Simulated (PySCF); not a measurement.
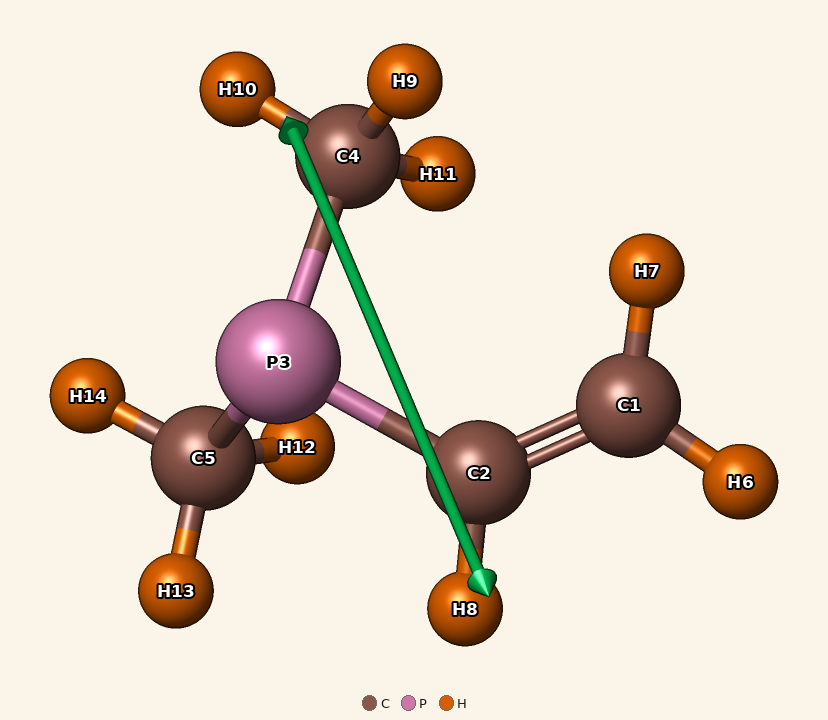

The double arrow shows the direction of the transition dipole to excited singlet state 4 (its length means nothing). Computed geometry: GFN2-xTB optimisation. No frequency run is at hand to confirm it as a minimum. Level of theory: TDDFT B3LYP/def2-SVPD, vertical, gas phase, core orbitals frozen in the response (PySCF 2.14.0).

Give its energy, strength and character.

6.49 eV (191 nm), oscillator strength 0.029, mainly HOMO → LUMO+3 (weight 0.94); transition dipole 1.09 D.

The geometry is semi-empirical. Around P such bond lengths and angles can be off by a tenth of an ångström or more and by several degrees, and values that hang on the shape move with them.
